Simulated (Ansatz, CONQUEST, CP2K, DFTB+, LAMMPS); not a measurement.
# Ionic liquid triethylsulfonium TFSI- with water at 300 K (120 atoms) in other programs, against a plane-wave reference

How near do other programs and methods come to a plane-wave reference for ionic liquid triethylsulfonium TFSI- with water at 300 K (120 atoms)? A plane-wave run serves as the reference.

Calculated with Ansatz 0.2.0; Kohn-Sham DFT, PBE, PAW, plane waves.

**1. The starting structure**

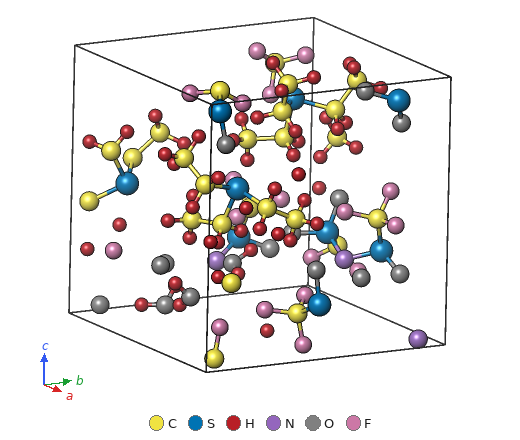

Start, viewed slightly off an axis; carbon yellow, sulfur blue, hydrogen red, nitrogen purple, oxygen grey, fluorine pink. Bonds to atoms that aren't drawn are left out. Some periodic images of atoms are drawn too.

The cell holds 120 atoms: 24 C, 9 S, 51 H, 3 N, 15 O and 18 F. Its edges and angles: a = 11.473 Å, b = 11.473 Å, c = 11.473 Å, α = 90.0°, β = 90.0°, γ = 90.0°. 3 triethylsulfonium, 3 TFSI-, 3 H2O placed at random, at 1.38 g/cm³; overlaps pushed apart, then 10 ps at 700 K with MMFF94 bonds, angles, torsions, charges and radii (Halgren, J. Comput. Chem. 17, 490 (1996)) in harmonic and 12-6 forms; SPC/E water (Berendsen, Grigera and Straatsma, J. Phys. Chem. 91, 6269 (1987)); charges of ions scaled by 0.8. Snapshot after 30 ps at 300 K and fixed volume.

**2. Reference: Ansatz, plane waves**

The PAW files are the set soft_2.

input.yaml

```yaml
crystal:
  lattice:
    - [11.4726, 0.0, 0.0]
    - [0.0, 11.4726, 0.0]
    - [0.0, 0.0, 11.4726]
  atoms:
    - { symbol: C, position: [0.54147, 0.15384, 0.68247] }
    - { symbol: C, position: [0.62721, 0.19548, 0.59882] }
    - { symbol: S, position: [0.59252, 0.35109, 0.55992] }
    - { symbol: C, position: [0.7407, 0.39097, 0.51655] }
    [... 110 atom lines left out ...]
    - { symbol: O, position: [0.35194, 0.47662, 0.21444] }
    - { symbol: H, position: [0.4338, 0.45371, 0.19516] }
    - { symbol: H, position: [0.35226, 0.55302, 0.25639] }
    - { symbol: O, position: [0.25102, 0.25767, 0.05903] }
    - { symbol: H, position: [0.19664, 0.18968, 0.05474] }
    - { symbol: H, position: [0.22168, 0.31466, 0.1181] }
kpoints:
  mp_grid: { grid: [1, 1, 1] }
hamiltonian:
  xc: pbe
scf:
  occupations: { method: fermi_dirac, width: 0.05 }
output:
  forces: true
  eigenvalues: true
  populations: true
  stress: true
```

Started as:

```
$ ansatz run input.yaml --threads 4 --pin off --max-ram 8192MiB --backend cpu --events-out ev --progress --plain --runs-dir out
```

Numbers of over 12 decimals in the logs are rounded to 6 here.

Output:

```text
[...]
Pseudopotentials: kind: paw
Pseudopotential: C, paw, valence charge 4, recommended cutoff 420 eV (normal), C.paw.azcp
Pseudopotential: S, paw, valence charge 6, recommended cutoff 420 eV (normal), S.paw.azcp
Pseudopotential: H, paw, valence charge 1, recommended cutoff 420 eV (normal), H.paw.azcp
Pseudopotential: N, paw, valence charge 5, recommended cutoff 420 eV (normal), N.paw.azcp
Pseudopotential: O, paw, valence charge 6, recommended cutoff 420 eV (normal), O.paw.azcp
Pseudopotential: F, paw, valence charge 7, recommended cutoff 420 eV (normal), F.paw.azcp
[... 5 lines on functional and potentials left out ...]
Crystal: 120 atoms, lattice volume = 1510.030 Å³
Basis set: ecut = 420 eV, 29423 PW (Γ), exchange–correlation on 160×160×160 points (8 copies of the dense FFT grid, shifted against one another)
Bands: 336, of which v1, the nominal top of the filled ones, is band 216 counted from 1 (215 counted from 0)
Symmetry: 1 space group operations
Space group: P1 (ITA 1), of the structure as read, at distance tolerance 1.1e-4 Å
k-points: 1
[... 13 lines on functional and potentials left out ...]
Initial density: superposition of atomic densities (neutral atoms: chi_scale 0, normalization atom), corrected by the library's trained network
Initial wavefunctions: pseudopotential atomic-orbital guess
[...]
SCF iter   1: F=—  HF=-39143.860193 eV  |F-HF|=—  |Δ(HF+E_count)|=         —  Δρ=6.54e-3  dr2=1.62e0  ethr=1.77e-3  ⟨swp⟩=6.0  Hψ=1575  notcnv=0  defer=44
preconditioner: auto → Resta (q_TF=auto, 2.215 Å⁻¹)  ε∞=2.6  [insulator: Δε(μ)=4.169 eV  Ē_g=15.128 eV  σ=0.050 eV  W_gap=1.00  n_scr=256 (ndim 8)  ℏωp=19.0 eV  f_vac=0.304  D(μ)=0.00/eV (n_scr^D=0)  ε∞_Penn≈2.6]
[...]
SCF iter  10: F=—  HF=-39143.237722 eV  |F-HF|=—  |Δ(HF+E_count)|=   4.80e-7  Δρ=5.58e-6  dr2=4.69e-7  ethr=5.42e-10  ⟨swp⟩=2.0  Hψ=420  notcnv=0  defer=114
SCF iter  11: F=-39143.237722 eV  HF=-39143.237722 eV  |F-HF|=3.68e-8  |Δ(HF+E_count)|=   2.34e-8  Δρ=2.31e-6  dr2=8.10e-8  ethr=2.31e-11  ⟨swp⟩=15.0  Hψ=2045  notcnv=0
SCF 1 converged in 11 iterations: F = -39143.237722 eV  dr2 = 8.10e-8
[...]
SCF converged after 11 iterations
Free energy (F): -39143.237722 eV
Harris-Foulkes:  -39143.237722 eV  (|F-HF|=3.68e-8)
Internal energy: -39143.237722 eV  (E = F + TS)
E sigma→0 (E₀):  -39143.237722 eV
Fermi energy:    1.234772 eV
--- Per-component energies (eV) ---
[...]
Σ components = -39143.237722   (vs F -39143.237722, Δ=0.00e0)
--- Forces (eV/Å), atoms counted from 1 ---
  atom   1  C     -1.33693091     0.13523884     0.91277705
  atom   2  C     -0.78917917     0.83235593    -0.94713586
  atom   3  S      1.25613967    -1.78865497    -0.95745329
  atom   4  C     -0.58780454     2.49984442    -0.68598307
[...]
atom 120  H      0.02645097    -0.95768378    -0.92295705
  max |Σ_I F_I| component: 5.41e-5 eV/Å
--- Stress (GPa, compression-positive) ---
        1.799938      -0.085852       0.153335
       -0.085852      -0.202341       0.526758
        0.153335       0.526758       1.410553
  P = ⅓ Tr σ = 1.0027 GPa (10.027 kbar)
--- Band table (eV) ---
  k-point 0: bands = ["-27.4482", "-27.4198", "-27.4108", "-26.9455", [... 320 levels ...], "10.0557", "10.1292", "10.1715", "10.2192", "10.2393", "10.2654", "10.3514", "10.3969", "10.4340", "10.4899", "10.5172", "10.5636"]
--- Löwdin populations: 120 sites ---
  site symbol       q [e]
     0      C      4.4367
     1      C      4.3184
     2      S      5.2516
[...]
119      H      0.5941
  spilling = 0.015302 (of n_electrons = 432.000000)
```

It took 9.8 s on 4 threads of Intel Xeon 6975P-C (Granite Rapids), shared host; peak memory 1.8 GiB; 30 s of CPU time.

In the SCF lines HF is the Harris–Foulkes energy and dr2 the Hartree energy of the density residual, in eV; the loop may stop once dr2 is under the threshold and the program's other checks hold. Hψ counts applications of the Hamiltonian.

The run gave:

```
free energy                                      : -39143.2377 eV
free energy per atom                             : -326.1936 eV/atom
SCF cycles                                       : 11
pressure                                         : 1.003 GPa
r.m.s. force component                           : 0.9794 eV/Å
longest force                                    : 4.39 eV/Å
Fermi energy                                     : 1.235 eV
gap (highest filled to lowest empty level) : 2.707 eV
spilling of the projection                       : 0.0153
```

Neighbours are counted within 1.34 Å (H-C), 1.21 Å (H-O), 1.85 Å (C-C), 1.62 Å (C-F), 2.21 Å (C-S), 1.88 Å (O-S), 2.02 Å (S-N).

Length of the force by element and coordination:

```
element  coordination  atoms  mean length of the force (eV/Å)  spread   least   most
      C           all     24                             2.43   0.860    1.28   4.39
      F           all     18                             1.20   0.554   0.208   2.58
      H           all     51                             1.02   0.594  0.0727   3.20
      N           all      3                             1.30   0.347   0.813   1.55
      O           all     15                             1.16   0.514   0.443   2.38
      O             1     12                             1.29   0.477   0.595   2.38
      O             2      3                            0.622   0.228   0.443  0.944
      S           all      9                             2.33   0.760    1.58   3.65
      S             3      3                             1.97   0.295    1.72   2.39
      S             4      6                             2.51   0.853    1.58   3.65
```

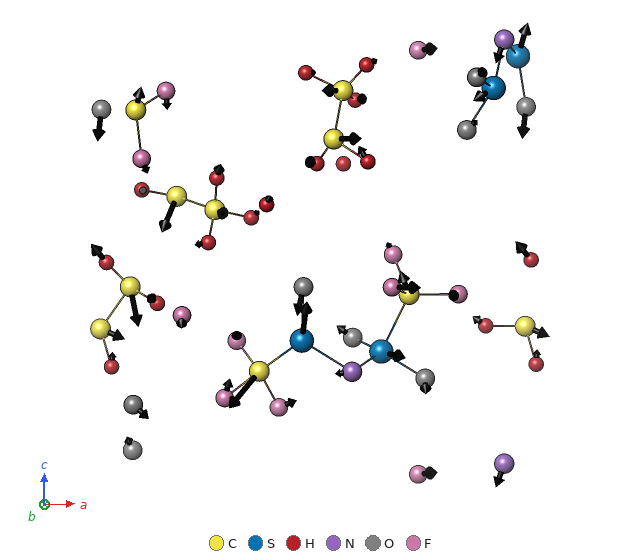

Forces as arrows; the longest in the cell is 4.39 eV/Å. Drawn is a slice 4 Å thick, seen along the normal of the ac plane. Bonds to atoms that aren't drawn are left out.

Löwdin charges by element and coordination (they lack the spilled electrons, 0.055 e an atom on average):

```csv
element,coordination,atoms,mean charge (e),spread,least,most
C,all,24,-0.141,0.452,-0.486,0.661
F,all,18,-0.221,0.0179,-0.248,-0.183
H,all,51,0.236,0.0603,0.166,0.406
N,all,3,-0.834,0.0116,-0.844,-0.818
O,all,15,-0.731,0.0215,-0.763,-0.685
O,1,12,-0.732,0.023,-0.763,-0.685
O,2,3,-0.728,0.0134,-0.746,-0.714
S,all,9,1.71,0.657,0.748,2.20
S,3,3,0.782,0.027,0.748,0.815
S,4,6,2.18,0.0274,2.13,2.20
```

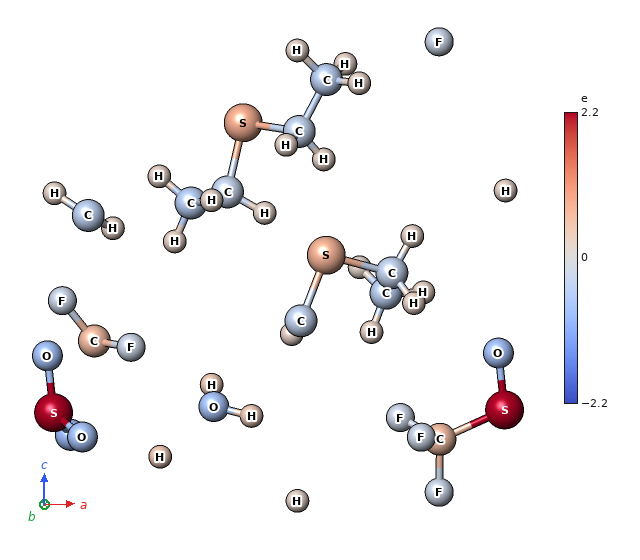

Atoms coloured by Löwdin charge. Drawn is a slice 4 Å thick, seen along the normal of the ac plane. Bonds to atoms that aren't drawn are left out.

The levels nearest the highest filled one (over half full), pooled over k-points and spins:

```
level less the highest filled one (eV)  occupation
                                -0.652           2
                                -0.486           2
                                -0.413           2
                                -0.173           2
                                -0.114           2
                                     0           2
                                  2.71           0
                                  2.81           0
                                  3.13           0
                                  3.38           0
                                  3.53           0
                                  3.69           0
```

**3. Local order**

Density 1.38 g/cm³, 12.58 Å³ an atom.

Pair distribution functions g(r), in bins of 0.2 Å:

```csv
r (Å),total,H-H,H-C,H-F,H-O,H-S,H-N
0.90,0.09,0.00,0.00,0.00,0.82,0.00,0.00
1.10,3.54,0.00,18.50,0.00,3.73,0.00,0.00
1.30,0.68,0.00,0.00,0.00,0.00,0.00,0.00
1.50,0.98,0.00,0.00,0.00,0.00,0.00,0.00
1.70,1.06,4.89,0.00,0.00,0.00,0.00,0.00
1.90,0.56,0.95,0.00,0.00,0.64,0.00,0.00
2.10,0.80,0.42,2.94,0.14,0.37,0.00,0.00
2.30,0.97,1.46,1.75,0.62,0.14,1.90,0.00
2.50,1.06,2.38,0.30,0.54,0.61,2.17,0.00
2.70,1.42,1.42,0.75,0.65,0.96,0.19,0.00
2.90,0.92,1.09,1.30,0.54,0.57,1.13,0.00
3.10,0.86,1.41,0.80,0.48,0.58,1.52,0.40
3.30,0.81,0.47,0.87,0.96,1.08,0.85,0.38
3.50,0.83,0.86,0.88,0.74,0.58,0.74,0.00
3.70,0.86,0.80,0.96,0.85,0.75,1.32,0.56
3.90,0.92,1.24,0.97,1.11,0.68,0.86,0.77
4.10,0.89,0.80,0.93,0.85,0.98,0.86,0.71
4.30,1.08,1.20,1.35,1.21,1.39,0.56,0.64
4.50,1.09,1.14,1.26,0.89,0.93,0.77,1.17
4.70,0.97,1.15,1.04,0.95,0.50,0.94,0.87
4.90,1.02,1.08,1.32,0.99,0.88,0.94,0.97
5.10,1.02,1.06,1.10,1.21,1.02,1.30,1.21
5.30,1.09,1.04,0.91,1.14,1.06,0.89,0.98
5.50,1.12,1.01,1.00,1.19,1.28,1.29,1.03
```

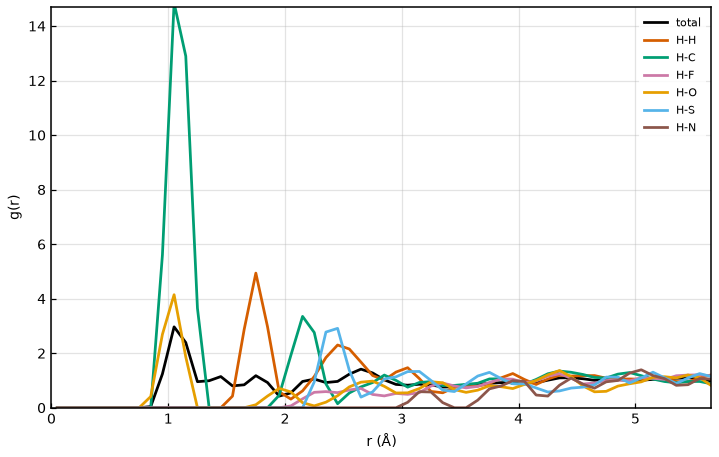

Pair distribution functions, lightly smoothed, with peaks cut at 14.

Bonds by pair of elements; cutoffs follow the first minimum of g(r), held within bounds set by covalent radii, and pairs that aren't listed don't count as bonded:

| pair A-B | cutoff (Å) | bonds | mean length (Å) | spread (Å) | shortest (Å) | B about A | A about B |
| --- | --- | --- | --- | --- | --- | --- | --- |
| H-C | 1.34 | 45 | 1.09 | 0.033 | 1.02 | 0.882 | 1.88 |
| H-O | 1.21 | 6 | 1 | 0 | 1 | 0.118 | 0.4 |
| C-C | 1.85 | 9 | 1.53 | 0.034 | 1.46 | 0.75 | 0.75 |
| C-F | 1.62 | 18 | 1.37 | 0.025 | 1.33 | 0.75 | 1 |
| C-S | 2.21 | 15 | 1.83 | 0.029 | 1.80 | 0.625 | 1.67 |
| O-S | 1.88 | 12 | 1.46 | 0.019 | 1.42 | 0.8 | 1.33 |
| S-N | 2.02 | 6 | 1.60 | 0.018 | 1.56 | 0.667 | 2 |

How many atoms have how many bonded neighbours:

```csv
element,mean,1,2,3,4
C,4,0,0,0,24
F,1,18,0,0,0
H,1,51,0,0,0
N,2,0,3,0,0
O,1.2,12,3,0,0
S,3.67,0,0,3,6
```

**4. The other programs**

The programs:
- CONQUEST 1.3: pseudo-atomic orbitals (double zeta with polarisation, or contracted to multi-site or on-site support functions) with norm-conserving potentials on an integration grid.
- CP2K 2026.2: Gaussian basis with GTH pseudopotentials and a plane-wave density; labels give functional, basis (MOLOPT sets; SR short-range, UZH the newer set with its own potentials), grid cutoff/relative cutoff and solver (OT: orbital transformation; TRS4, TC2, SIGN: linear-scaling purification with its sparsity filter), or its built-in tight binding.
- DFTB+ 25.1: tight binding, with Slater–Koster sets (DFTB) or xTB through its tblite library.

All use the same cell and atoms; the electronic-structure runs use the same k-mesh, and an electronic temperature of 580 K (0.05 eV) where levels are smeared.

Differences are against the plane-wave reference, forces as r.m.s. over components; share is that over the reference's r.m.s. force, slope the least-squares factor from reference forces to these. Total energies of different programs have different zeros and aren't compared.

```
                                                                     run  Δ force, r.m.s. (meV/Å)  share (%)  slope  Δ pressure (GPa)  Δ gap (eV)  cores  CPU time  memory (GiB)
                                                               reference                        -          -      -                 -           -      4      30 s           1.8
                                               CONQUEST PBE, grid 120 Ha                      299       30.6  0.995              1.55      -0.236      4   4.7 min           7.0
                                       CONQUEST PBE, grid 40 Ha (coarse)                     1237        126  0.977              2.61      -0.221      2   2.2 min           2.3
                     CP2K PBE, DZVP-MOLOPT-SR, 210/50 Ry, OT CG (coarse)                      249       25.4  0.979             0.773      -0.113      2     6 min          0.78
                              CP2K PBE, DZVP-MOLOPT-SR, 600/50 Ry, OT CG                      171       17.4  0.963             0.727      -0.123      4    11 min           3.5
                      CP2K PBE, SZV-MOLOPT-SR, 600/50 Ry, OT CG (coarse)                     3250        332  0.344              20.0       0.295      2   6.9 min           2.2
CP2K PBE, SZV-MOLOPT-SR, 600/50 Ry, TC2 filter 1e-04, SCF 1e-05 (coarse)                     3229        330  0.335              19.7           -      1      62 s           2.0
CP2K PBE, SZV-MOLOPT-SR, 600/50 Ry, TC2 filter 1e-05, SCF 1e-06 (coarse)                     3240        331  0.341              19.9           -      1   2.1 min           2.0
CP2K PBE, SZV-MOLOPT-SR, 600/50 Ry, TC2 filter 1e-06, SCF 1e-06 (coarse)                     3240        331  0.341              19.9           -      1   2.3 min           2.0
                                                      DFTB+ DFTB 3ob-3-1                      742       75.7  1.000              2.32       0.469      1     1.2 s          0.19
                                                          DFTB+ GFN1-xTB                      288       29.4  0.966             -3.29      -0.263      1     2.6 s          0.19
```

Rows marked coarse were listed beforehand as settings not expected to be converged; some can still land near the reference.

CPU time is summed over cores on a shared host, where runs went side by side, so it is rough. Symmetry, cutoffs, thresholds, outputs and thread counts weren't matched or tuned between programs; memory under MPI is the largest rank's times the ranks.

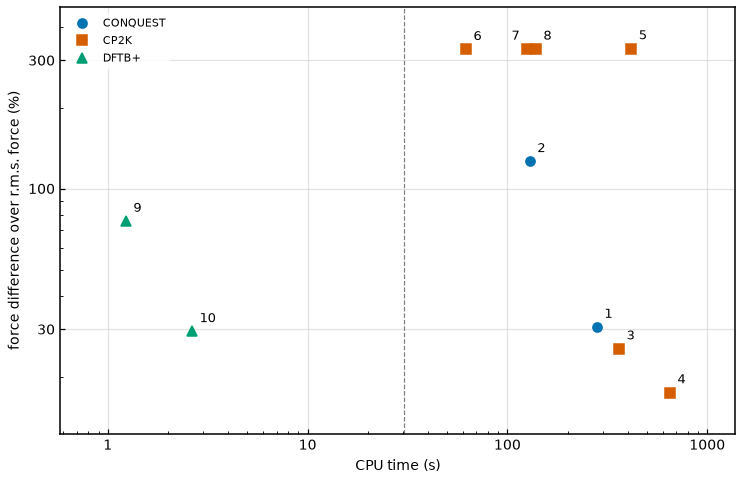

Force difference against CPU time; the dashed line marks the reference's time. Points: 1 CONQUEST PBE, grid 120 Ha; 2 CONQUEST PBE, grid 40 Ha; 3 CP2K PBE, DZVP-MOLOPT-SR, 210/50 Ry, OT CG; 4 CP2K PBE, DZVP-MOLOPT-SR, 600/50 Ry, OT CG; 5 CP2K PBE, SZV-MOLOPT-SR, 600/50 Ry, OT CG; 6 CP2K PBE, SZV-MOLOPT-SR, 600/50 Ry, TC2 filter 1e-04, SCF 1e-05; 7 CP2K PBE, SZV-MOLOPT-SR, 600/50 Ry, TC2 filter 1e-05, SCF 1e-06; 8 CP2K PBE, SZV-MOLOPT-SR, 600/50 Ry, TC2 filter 1e-06, SCF 1e-06; 9 DFTB+ DFTB 3ob-3-1; 10 DFTB+ GFN1-xTB.

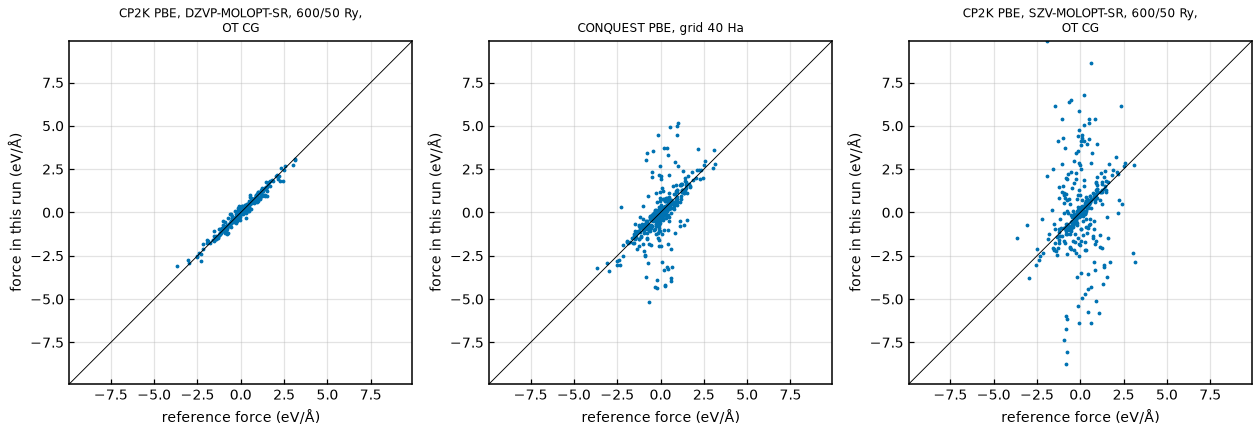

Force components against those of the reference; the line marks equality. Points beyond the frame are left out.

Mean charges by element (e), by run and scheme:

```csv
run,scheme,C,S,H,N,O,F
reference,Löwdin,-0.14,+1.71,+0.24,-0.83,-0.73,-0.22
"CP2K PBE, DZVP-MOLOPT-SR, 600/50 Ry, OT CG",Mulliken,-0.11,+0.69,+0.10,-0.39,-0.36,-0.11
"CP2K PBE, DZVP-MOLOPT-SR, 600/50 Ry, OT CG",Hirshfeld,-0.01,+0.39,+0.06,-0.24,-0.28,-0.07
DFTB+ DFTB 3ob-3-1,Mulliken,+0.07,+0.78,+0.15,-0.57,-0.60,-0.31
DFTB+ GFN1-xTB,Mulliken,+0.14,+0.39,+0.10,-0.23,-0.47,-0.23
```

The reference's Löwdin charges lack the electrons that the projection spills, 0.055 e an atom on average.

Within one program, basis, potentials and functional, energies share a zero. Each run against its twin at the usual cutoff or grid and solver:

```
                                                            run                              twin  Δ energy (meV/atom)  Δ force, r.m.s. (meV/Å)         CPU time over the twin's
                                       CONQUEST PBE, grid 40 Ha                       grid 120 Ha                -68.3                     1247  0.46 (this twin ran on 4 cores)
                     CP2K PBE, DZVP-MOLOPT-SR, 210/50 Ry, OT CG  DZVP-MOLOPT-SR, 600/50 Ry, OT CG                -7.46                      203  0.56 (this twin ran on 4 cores)
CP2K PBE, SZV-MOLOPT-SR, 600/50 Ry, TC2 filter 1e-04, SCF 1e-05   SZV-MOLOPT-SR, 600/50 Ry, OT CG                0.454                     79.2  0.15 (this twin ran on 2 cores)
CP2K PBE, SZV-MOLOPT-SR, 600/50 Ry, TC2 filter 1e-05, SCF 1e-06   SZV-MOLOPT-SR, 600/50 Ry, OT CG                0.265                     42.6  0.30 (this twin ran on 2 cores)
CP2K PBE, SZV-MOLOPT-SR, 600/50 Ry, TC2 filter 1e-06, SCF 1e-06   SZV-MOLOPT-SR, 600/50 Ry, OT CG                0.273                     42.6  0.33 (this twin ran on 2 cores)
```

**5. Outcome**

| Quantity | Value |
| --- | --- |
| reference r.m.s. force component | 0.979 eV/Å |
| nearest in forces | CP2K PBE, DZVP-MOLOPT-SR, 600/50 Ry, OT CG, 17 % |
| farthest in forces | CP2K PBE, SZV-MOLOPT-SR, 600/50 Ry, OT CG (coarse), 332 % |
| cheapest electronic-structure run beside the reference | DFTB+ DFTB 3ob-3-1, 1.2 s of CPU time |

**Reading.** The PBE runs in local orbitals, coarse settings apart, differ by 17 % (CP2K PBE, DZVP-MOLOPT-SR, 600/50 Ry, OT CG) to 31 % (CONQUEST PBE, grid 120 Ha); basis, grid and potentials can all enter. Tight binding differs by 29 % (DFTB+ GFN1-xTB) to 76 % (DFTB+ DFTB 3ob-3-1); it is another model, with fitted parameters of its own, and the xTB methods hold dispersion. Runs with settings chosen to be coarse differ by 25 % (CP2K PBE, DZVP-MOLOPT-SR, 210/50 Ry, OT CG) to 332 % (CP2K PBE, SZV-MOLOPT-SR, 600/50 Ry, OT CG), their programs' other errors included. Of the electronic-structure runs that take under half the reference's CPU time, DFTB+ GFN1-xTB comes nearest, at 29 % in 2.6 s against 30 s; its pressure misses by -3.3 GPa. At the same functional, gaps differ from the reference's 2.71 eV by between -0.24 and +0.29 eV. In pressure, CP2K PBE, SZV-MOLOPT-SR, 600/50 Ry, OT CG misses by +20.0 GPa, at the same functional. Charges hang on model, scheme and program or settings: among these rows the mean for C runs from -0.14 to +0.14 e, even in sign. With TC2, tightening the sparsity filter from 1e-04 to 1e-06, and the SCF threshold with it, takes the force difference from the cubic solver from 79 to 43 meV/Å, and the CPU time from 0.15 to 0.33 times the cubic solver's. In the reference: filled and empty levels are parted by 2.71 eV (at Γ alone); a semilocal functional tends to put such gaps too low. In a disordered cell it changes from sample to sample and from frame to frame. In the reference: mean Löwdin charges: C -0.14, F -0.22, H +0.24, N -0.83, O -0.73, S +1.71 e (they miss 1.5 % of the electrons, so they add up to more than the cell's charge). Periodic xTB results under one method name differ between programs and library versions (DFTB+ here holds tblite 0.3). With short bonds to hydrogen, sets of potentials differ among themselves by several per cent in forces even at converged cutoffs, so the reference isn't exact here either. The network of contacts between molecules at the start is that of the classical potential that made the cell, and needn't be the one that DFT or experiment would give. The reference's PBE has no dispersion term, which matters for the binding between molecules or layers. The density was typed from a rule of thumb and may lie off the real one at this temperature. The electronic-structure runs sample only Γ, in a cell whose shortest periodic width is 11 Å.

[Also dropped from logs without a mark: logging warnings of Python, and SIESTA's first energy breakdown and zero terms.]

[Logs are printed without paths, hosts, clocks, repeated set-up lines and the standing remarks that a program may print on its own settings, such as how far it seeks lower states.]

[Hosts, paths, dates, database ids (printed as entryN), source tags and the programs' standing remarks are cut or masked in the printed files.]

[The MMFF94 radii named for the starting cell were scaled by 0.96; in molecules described by MMFF94, hydrogen bound to N, O or S took a small fixed 12-6 site in their place.]
